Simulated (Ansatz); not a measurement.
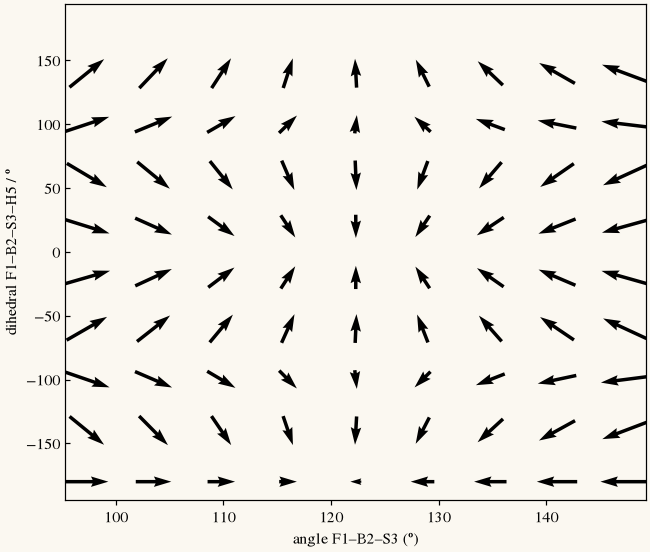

BBrFHS, SMILES FB(S)Br. 
- Coordinates scanned: (1) angle F1–B2–S3; (2) dihedral F1–B2–S3–H5.
- Nothing is relaxed (all other coordinates rigid).
- The grid has 9 × 9 points; 45 points were computed and 36 follow by symmetry.
- Theory: RKS B3LYP-D4/def2-TZVP (Ansatz).

Drawn: arrows along the force (downhill), their lengths compressed.

Q: The arrows alone are given. Where are the wells?

A: The arrows converge at about angle F1–B2–S3 = 121°, dihedral F1–B2–S3–H5 = −180°; about angle F1–B2–S3 = 122°, dihedral F1–B2–S3–H5 = 0° (1.9 kJ/mol up) (read from the interpolated surface).

The energy map of the same scan:

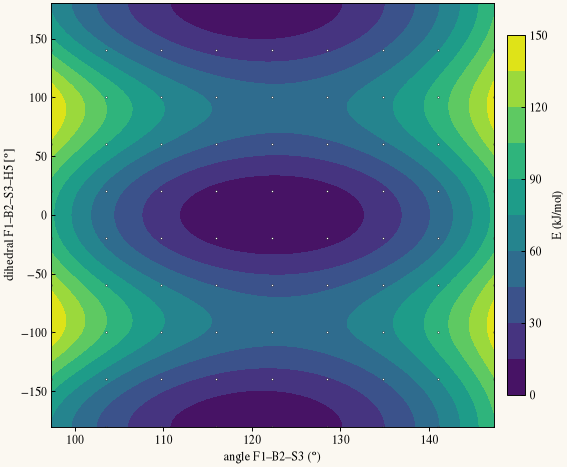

Energies are in kJ/mol, from the relaxed molecule at the same level; between grid points the surface is interpolated.
